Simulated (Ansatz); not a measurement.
A series of calculations on C2H4B

## 1. Relaxation

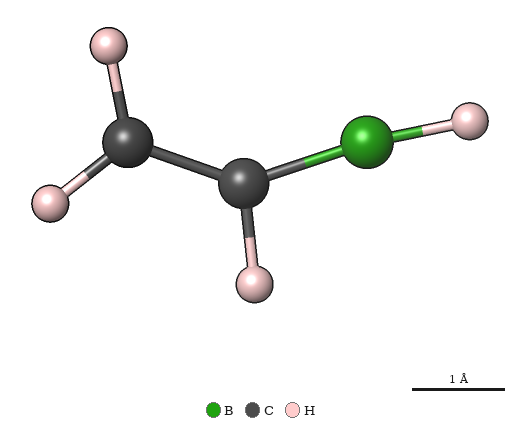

Starting structure of C₂H₄B (charge +1). Style: ball-and-stick. Shown face on.

The run prepares an end point of a later path (torsion) calculation, from a guessed geometry.

These are results of RHF/def2-SVP (Ansatz 0.2.0), not measurements.

The input:
```yaml
crystal:
  periodic: [false, false, false]
  atoms:
    - { symbol: B, position_ang: [-1.03291, -0.28637, -1.0501] }
    - { symbol: C, position_ang: [-0.12955, 0.24246, -0.07919] }
    - { symbol: C, position_ang: [0.84211, -0.12754, 0.78725] }
    - { symbol: H, position_ang: [-1.80502, -0.58126, -1.85136] }
    - { symbol: H, position_ang: [-0.3715, 1.33015, -0.10239] }
    - { symbol: H, position_ang: [1.35504, 0.58668, 1.41923] }
    - { symbol: H, position_ang: [1.14182, -1.16411, 0.87656] }
total_charge: 1
basis:
  gaussian: { orbitals: def2-SVP }
hamiltonian:
  xc: hf
relax:
  f_tol: 0.015
  max_steps: 40
```

Run as
```bash
ansatz run input.yaml --threads 1 --pin off --max-ram 2048MiB --backend cpu --events-out ev --progress --plain --runs-dir out
```

> What does the optimiser find from here?

H4 moves most after the best rigid fit: 0.40 Å. Largest moves by element: H 0.40 Å, C 0.26 Å, B 0.08 Å. Among the contacts that change: B1–C2 1.428 → 1.458 Å, C2–H5 1.115 → 1.087 Å, B1–H4 1.151 → 1.177 Å. Bond angles that change, for instance: B1–C2–C3 142.0° → 119.5°, B1–C2–H5 102.1° → 119.8°, C2–B1–H4 173.0° → 179.0°. After 6 accepted moves (7 points after the start) the energy has fallen by 0.200 eV. The largest force component goes from 1.6 to 0.0039 eV/Å. The line search rejected the trial step at point 4 of the run. Cost: 9.9 s on 1 thread of Arm Neoverse N1 (shared host), peak memory 0.1 GiB.

Final geometry:

```xyz
7

B    -0.9742   -0.2735   -0.9915
C    -0.1641    0.5033   -0.0614
C     0.7583   -0.1249    0.7069
H    -1.6180   -0.9184   -1.7361
H    -0.3052    1.5789    0.0093
H     1.3738    0.4296    1.4065
H     0.9294   -1.1949    0.6663
```

After the run, drawn alike:

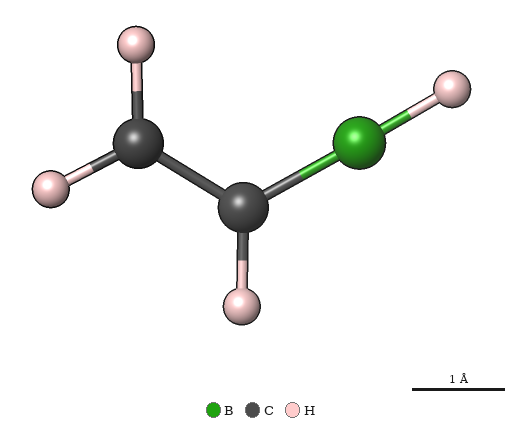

Limits of the set-up: Hartree-Fock leaves out electron correlation.

## 2. Relaxation

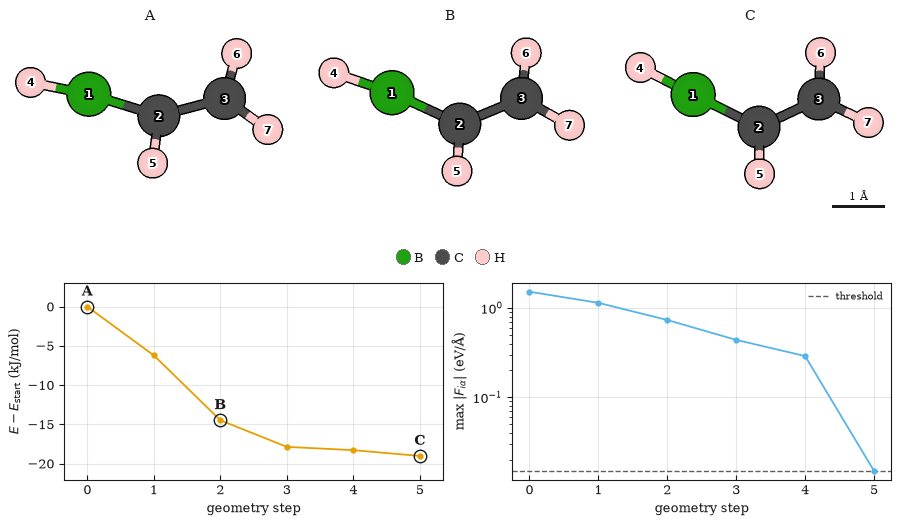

Frames of a relaxation of C2H4B (charge +1), marked on the history of the run. A ball-and-stick model, seen from a free direction.

The run prepares an end point of a later path (torsion) calculation, from a guessed geometry.

These are results of RHF/def2-SVP in Ansatz 0.2.0, not measurements. Settings: no spin polarisation; force threshold 0.015 eV/Å; at most 40 steps.

Describe the path.

Answer. The energy falls by 19.0 kJ/mol in 5 geometry steps. The largest force component goes from 1.5 to 0.015 eV/Å. The atom that moves furthest after the best rigid fit is H4 (0.40 Å). By element the largest moves are H 0.40 Å, C 0.26 Å, B 0.08 Å. Near-neighbour distances that change, for instance: B1–C2 1.428 → 1.458 Å, C2–H5 1.115 → 1.087 Å, B1–H4 1.151 → 1.177 Å. Among the angles between lasting bonds that change: B1–C2–C3 142.0° → 119.8°, B1–C2–H5 102.1° → 119.5°, C2–B1–H4 173.0° → 179.1°. From step 0 to 2: H4 moves most (0.24 Å), energy −14.5 kJ/mol. From step 2 to 5: H4 moves most (0.18 Å), energy −4.55 kJ/mol.

Limits of the set-up: Hartree-Fock leaves out electron correlation.

## 3. Path

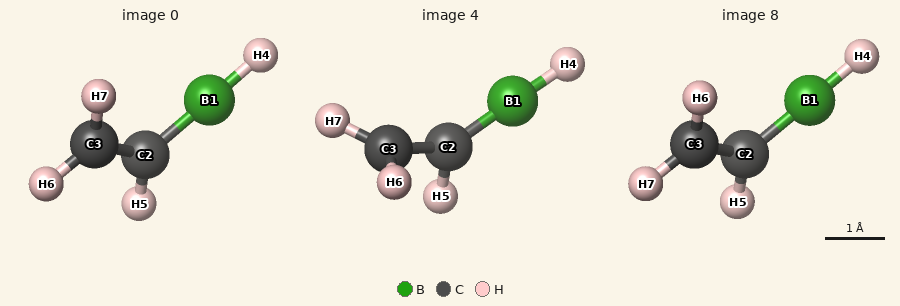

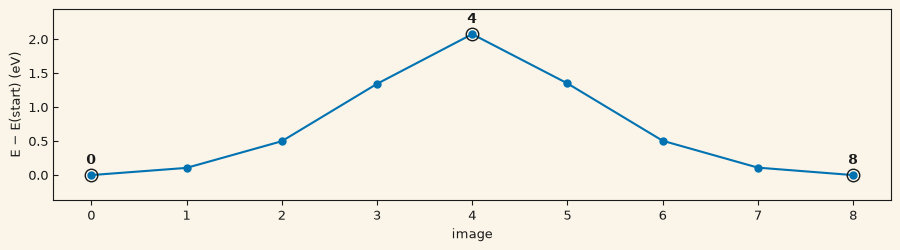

A nudged-elastic-band calculation for C2H4B (charge +1). Images are numbered from 0 (start) to 8 (end). Style: ball-and-stick. Shown from a free direction.

All numbers below come from Ansatz, RHF/def2-SVP. Settings: 7 movable images; climbing image; force threshold 0.05 eV/Å; iteration limit 60; starting path by image-dependent pair potential.

Read off the barrier and say what moves.

Answer. The barrier is about 2.08 eV in both directions, with image 4 at the top; the ends have the same energy. The motion is a rotation about the C2–C3 bond by about 180°, with a turn of about 355° about B1–C2. No bond forms or breaks between the ends. Bond angles that change up to the highest image, for instance: B1–C2–C3 119.5° → 138.3°, C3–C2–H5 120.7° → 108.8°. The band converged in 9 iterations. The largest component of the band force went from 4.7 to 0.017 eV/Å. The climbing image converged on the top of the path. Its vibrational analysis gives one imaginary mode (1470i cm⁻¹), as a transition state must have.

Limits of the set-up: Hartree-Fock leaves out electron correlation.
